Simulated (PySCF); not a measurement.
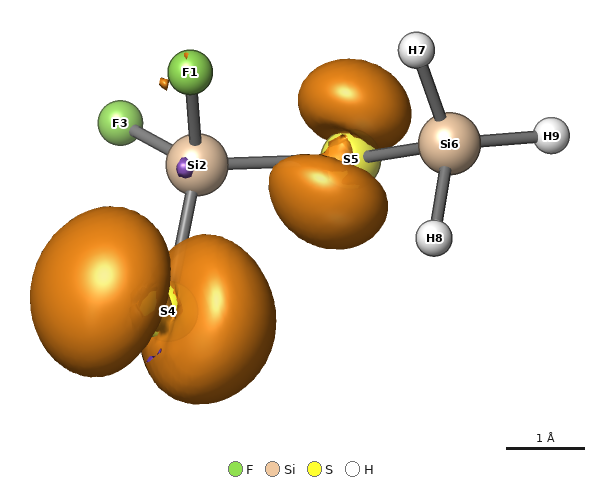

Figure. F$_{2}$H$_{3}$S$_{2}$Si$_{2}$ (doublet). Isosurfaces of the spin density at +0.02 (orange) and −0.02 e/Å³ (purple), seen at a tilt.

Geometry: GFN2-xTB.

Theory: UKS B3LYP, pcH-1 on F H S Si, non-relativistic, mean-field spin-orbit, GIAO in PySCF 2.14.0, density-fitted response routines.

```yaml
atoms:
  - { symbol: F, position_ang: [-0.7227, 1.3666, 0.9891] }
  - { symbol: Si, position_ang: [-1.5337, 0.5503, -0.1218] }
  - { symbol: F, position_ang: [-2.5392, 1.6683, -0.6400] }
  - { symbol: S, position_ang: [-2.3617, -1.2242, 0.5266] }
  - { symbol: S, position_ang: [-0.1735, 0.1768, -1.7473] }
  - { symbol: Si, position_ang: [1.6065, -0.5391, -0.7187] }
  - { symbol: H, position_ang: [2.0099, 0.5013, 0.2149] }
  - { symbol: H, position_ang: [1.2162, -1.7754, -0.0565] }
  - { symbol: H, position_ang: [2.5119, -0.7184, -1.8403] }
```

Where is the unpaired spin?

The unpaired spin (1 electron) lies mostly on S4 (about 0.8) and S5 (about 0.2), in electrons by Hirshfeld's partition.
